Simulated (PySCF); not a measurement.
## Excited-state calculation of C4H10O2

C4H10O2 (1,4-butanediol), SMILES OCCCCO, computed with TDDFT wB97X-D/def2-SVPD, vertical, gas phase, core orbitals frozen in the response (PySCF 2.14.0).

The geometry comes from this level: PBE0-D3(BJ)/def2-SVP.

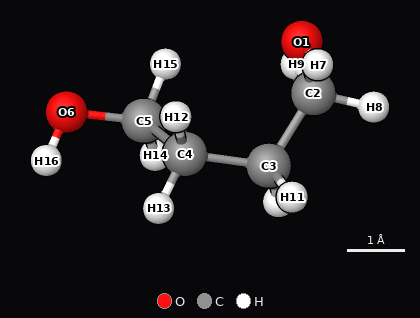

Fig. 1: The input geometry (ball-and-stick view, seen at a tilt; atoms are numbered from 1 in the order of the input).

**Input file**
```
{"job": {"kind": "uv", "xc": "wB97X-D", "basis": "def2-SVPD", "dynamic": true, "nstates": 6, "ntriplets": 0}, "charge": 0, "multiplicity": 1}
O      2.189637     0.775196     0.061430
C      1.655010    -0.487323    -0.235360
C      0.424240    -0.829202     0.595399
C     -0.677234     0.221783     0.542614
C     -1.325508     0.382510    -0.823105
O     -2.350475     1.337876    -0.829145
H      2.446495     0.779682     0.989690
H      2.409319    -1.290998    -0.116845
H      1.398543    -0.463271    -1.306813
H      0.037427    -1.809005     0.261765
H      0.734027    -0.974839     1.646190
H     -0.272333     1.199628     0.849557
H     -1.462218    -0.041426     1.275085
H     -1.682238    -0.607039    -1.182257
H     -0.581406     0.731914    -1.556050
H     -2.999700     1.078263    -0.167336
```

The first line tells a small driver script what to run in PySCF; the rest is the geometry in Å.

Launch command:
```bash
OMP_NUM_THREADS=1 python <driver script> task.json out
```

**Log**
```
coarse grid: 12720 points
cycle   1  E = -308.3968968087  dE =  7.079e-01  |g| = 7.974e-01  |ddm| = 4.730e+00
cycle   2  E = -308.3728823635  dE =  2.401e-02  |g| = 9.198e-01  |ddm| = 1.621e+00
cycle   3  E = -308.5214418305  dE = -1.486e-01  |g| = 5.283e-02  |ddm| = 7.940e-01
cycle   4  E = -308.5220030165  dE = -5.612e-04  |g| = 1.943e-02  |ddm| = 9.878e-02
cycle   5  E = -308.5220953810  dE = -9.236e-05  |g| = 5.841e-03  |ddm| = 3.997e-02
cycle   6  E = -308.5221044079  dE = -9.027e-06  |g| = 6.900e-04  |ddm| = 1.133e-02
final grid: 120968 points
cycle   7  E = -308.5787893114  dE = -1.049e-04  |g| = 3.745e-03  |ddm| = 1.319e-01
cycle   8  E = -308.5787926571  dE = -3.346e-06  |g| = 2.716e-03  |ddm| = 1.791e-02
cycle   9  E = -308.5787943161  dE = -1.659e-06  |g| = 5.630e-04  |ddm| = 4.139e-03
cycle  10  E = -308.5787944117  dE = -9.556e-08  |g| = 3.186e-04  |ddm| = 1.946e-03
cycle  11  E = -308.5787944328  dE = -2.108e-08  |g| = 4.019e-05  |ddm| = 3.752e-04
cycle  12  E = -308.5787944338  dE = -1.060e-09  |g| = 1.035e-05  |ddm| = 1.703e-04
cycle  13  E = -308.5787944339  dE = -5.264e-11  |g| = 3.762e-06  |ddm| = 3.957e-05
```

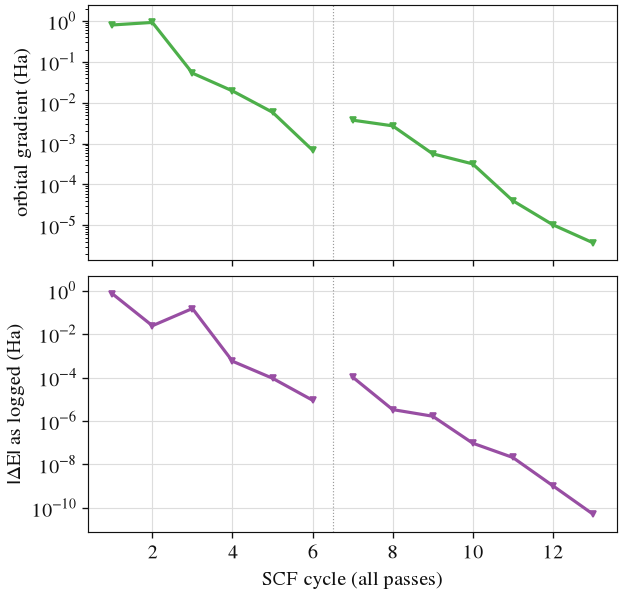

Fig. 2: Convergence of the self-consistent field: orbital gradient and size of the energy change against the SCF cycle. The dotted line marks the change from a coarse to the final integration grid. The first 6 cycles use a coarse grid, the final grid takes over at cycle 7, and the field converges after 13 cycles in all.

```
converged SCF energy = -308.5787944339

Static polarisability (au): isotropic 60.208, principal 56.580 57.322 66.722

Singlet excitations
state   eV       nm        f      main configurations
  1   7.2896    170.1   0.00625   H->L+1 0.71, H->L 0.21
  2   7.3142    169.5   0.00592   H-1->L 0.73, H-1->L+1 0.12
  3   8.4364    147.0   0.03034   H->L 0.44, H->L+2 0.15, H->L+4 0.14
  4   8.5447    145.1   0.01561   H-1->L+2 0.66, H->L+2 0.10
  5   8.6139    143.9   0.04716   H->L+2 0.30, H-2->L 0.21, H-1->L+2 0.14
  6   8.7117    142.3   0.00128   H-2->L 0.39, H->L+3 0.11
```

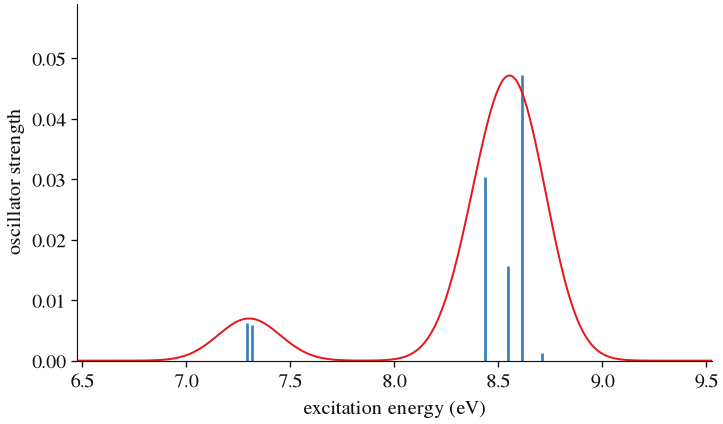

Fig. 3: Computed excitations as sticks (degenerate states added up, dark ones marked on the axis), with a Gaussian envelope of 0.35 eV full width at half maximum, scaled to the tallest. Of the 6 states the lowest lies at 7.29 eV (f = 0.006); the strongest line is at 8.61 eV, or 144 nm (f = 0.047).

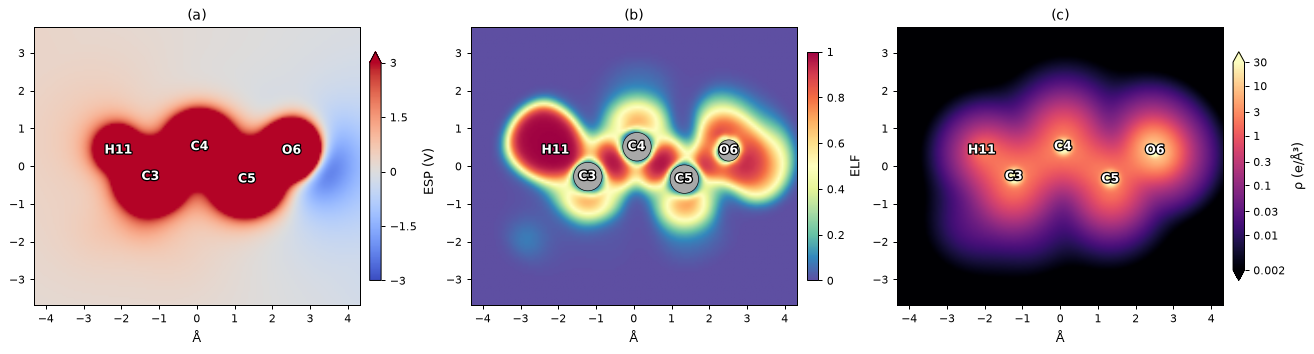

Fig. 4: (a) molecular electrostatic potential; (b) electron localisation function; (c) electron density on the plane of atoms C3, C4 and C5. Grey discs, where drawn, cover atomic cores. The section cuts through C, O and H sites.

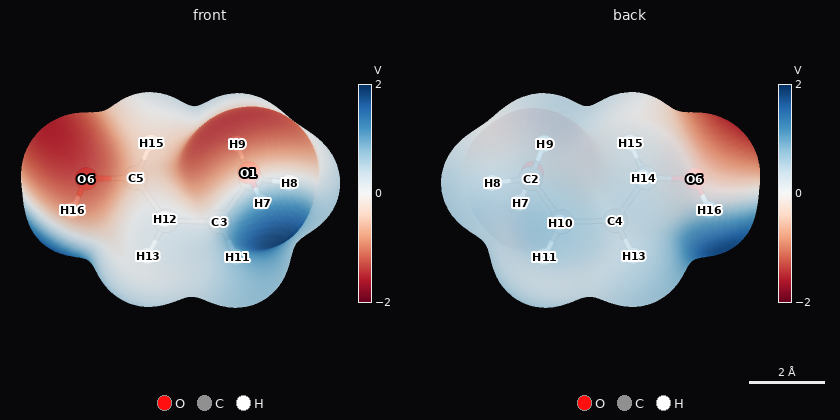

Fig. 5: The molecular electrostatic potential painted on the density surface at 0.001 e/bohr³, seen at a tilt and from behind; red is negative and blue positive. Its dipole moment is 3.37 D.

**Results in brief**

| quantity | value |
| --- | --- |
| outcome | converged |
| total energy | −308.578794 hartree |
| HOMO | −9.80 eV |
| LUMO | 2.10 eV |
| dipole moment | 3.37 D |
| mean polarisability | 60.21 a.u. |
| lowest excitation | 7.29 eV |
| hardware | 1 CPU thread, shared host |
| wall time | 29 s |
| peak memory | 0.89 GiB |
